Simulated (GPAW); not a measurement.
Consider AlAu2 (I4/mmm).

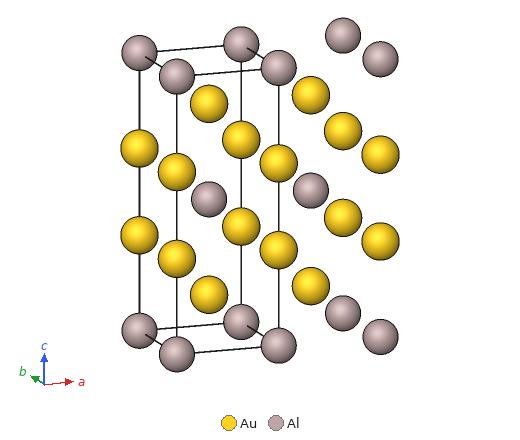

The structure (gold yellow, aluminium light grey). 2×1×1 conventional cells are drawn. Some periodic images of atoms are drawn too.

```xyz
3
Lattice="-1.6715 1.6715 4.3991 1.6715 -1.6715 4.3991 1.6715 1.6715 -4.3991" Properties=species:S:1:pos:R:3 pbc="T T T"
Au    0.0000    0.0000    3.0242
Au    0.0000    0.0000    5.7740
Al    0.0000    0.0000    0.0000
```

Absorber: atom 3, with 8 Au at 2.73 Å, 2 Au at 3.02 Å and 4 Al at 3.34 Å (14-fold, site symmetry 4/mmm). Method: GPAW, LDA, excited-electron core hole (neutral cell), 15-atom cell with 6.9 Å between holes, 5×5×5 k points, dipole transitions, Gaussian full width 0.9 eV up to 4 eV, rising linearly to 3.5 eV at 25 eV, without spin-orbit coupling.

Question: Where do the maxima of the Al K edge fall?

Main maxima up to 24 eV above the zero (height): 2.5 eV (2.09), 4.6 eV (1.66), 8.7 eV (1.32) and 21.9 eV (1.07). A K edge sees empty p states on the absorber. The total-energy difference is 1564.70 eV. One term is added: -13.88 eV, since the hole is spin-paired here and a spin-polarised one costs that much less in the free atom (computed apart). The photon energy is then 1550.82 eV. The tabulated edge of the element is 1559 eV. The functional leaves an error in such absolute values: in the free atom LDA prices this hole 7.2 eV below PBE (computed apart), and PBE is itself good to a few eV.

The Al K spectrum (energy from the lowest empty level; intensity scaled to a mean of 1 over the first 20 eV; polarised curves are means over the symmetry-equivalent atoms):

```csv
E (eV),isotropic,ε ⊥ c,ε ∥ c
-2.0,0.00,0.00,0.00
-0.5,0.04,0.04,0.03
1.0,0.92,0.96,0.84
2.5,2.09,2.29,1.70
4.0,1.62,1.46,1.95
5.5,1.42,1.20,1.86
7.0,1.08,0.92,1.39
8.5,1.31,1.43,1.05
10.0,1.09,1.25,0.77
11.5,0.95,1.00,0.85
13.0,0.70,0.76,0.58
14.5,0.51,0.56,0.40
16.0,0.42,0.44,0.37
17.5,0.46,0.42,0.54
19.0,0.57,0.51,0.71
20.5,0.88,0.84,0.95
22.0,1.07,1.04,1.13
23.5,0.88,0.84,0.94
25.0,0.72,0.71,0.74
26.5,0.70,0.70,0.70
28.0,0.70,0.70,0.70
29.5,0.74,0.74,0.75
31.0,0.81,0.80,0.85
```

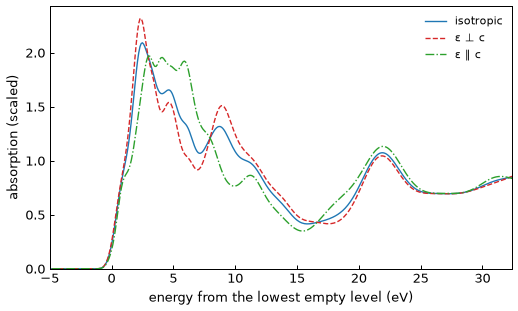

The Al K edge.

The mesh is coarse (0.24 Å⁻¹ between points), so small maxima may be mesh ripples. Lifetime broadening is put in by hand, and intensities beyond about 20 eV depend on it and on the partial waves. The structure is a computed Materials Project entry and may be a hypothetical form.

[Banner, clock and machine lines of the logs are left out without a mark of their own.]

[Logs are printed without paths, hosts, clocks, repeated set-up lines and the standing remarks that a program may print on its own settings, such as how far it seeks lower states.]

[Hosts, paths, dates, database ids (printed as entryN), source tags and the programs' standing remarks are cut or masked in the printed files.]

[Lists of maxima count a maximum above −3 eV only where it reaches 4 % of the highest in the window and stands out from its surroundings by 2 % of it (1.5 % where it reaches 55 %); shoulders and weaker maxima are passed over, and of the rest the first, up to two pre-edge ones and the few strongest are named.]
